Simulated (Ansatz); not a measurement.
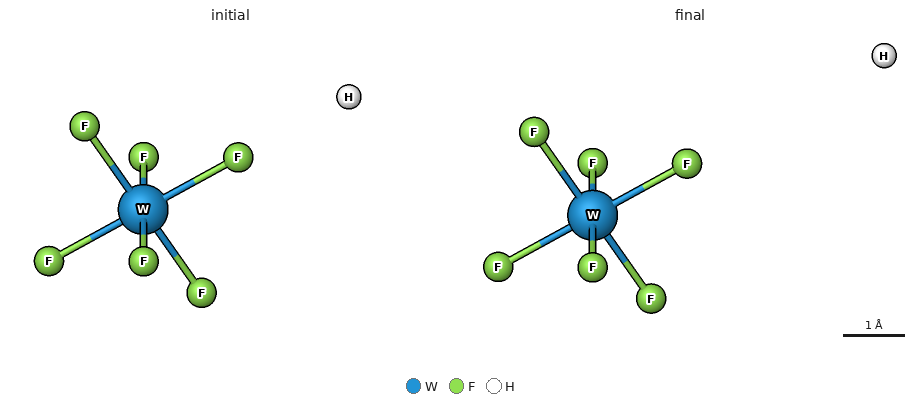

The structure of WHF$_{6}$ (multiplicity 2) before (left) and after (right) a relaxation, at one scale.

Style: ball-and-stick. Shown from a free direction.

The run prepares an end point of a later path (reaction) calculation, from a guessed geometry.

Level of theory: UHF/def2-SVP (Ansatz 0.2.0). Set-up: collinear spin; force threshold 0.03 eV/Å; at most 50 steps.

**What changed between the two?**

Over 11 geometry steps the energy falls by 3.31 kcal/mol. The largest force component goes from 0.91 to 0.016 eV/Å. The forces were under the threshold at step 5, but the run went on from there. The largest move after the best rigid fit is that of the H atom, 1.45 Å. By element the largest moves are H 1.45 Å, F 0.22 Å, W 0.20 Å. Some distances before and after: F–W 1.837 → 1.822 Å. The run took 23 s on 4 threads of Arm Neoverse V1 (shared host), peak memory 0.39 GiB.

Limits of the set-up: Hartree-Fock leaves out electron correlation.
